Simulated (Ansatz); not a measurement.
# Mg2Sn: pressure series

Base system: Mg2Sn (space group Fm-3m, No. 225; a = 6.8162 Å).

Cell and atoms are relaxed at each pressure.

Calculations: PBE (Ansatz, an electronic-structure program), no spin-orbit coupling.

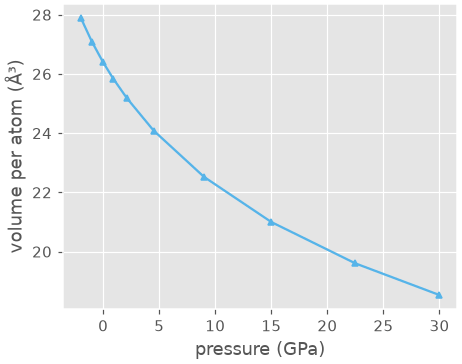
Figure. Volume per atom against pressure

Problem. From the plot, what is the volume per atom for pressure 4.5 GPa?

Solution. About 24.1 Å³.

Problem. Is the trend monotonic over the range shown?

Solution. Yes, it falls throughout, spanning 18.53 Å³ to 27.90 Å³.

Load acts through the strain it causes; cell and atoms are relaxed under it. Whether these cells are dynamically stable was not tested. Competing high-pressure phases were not computed.
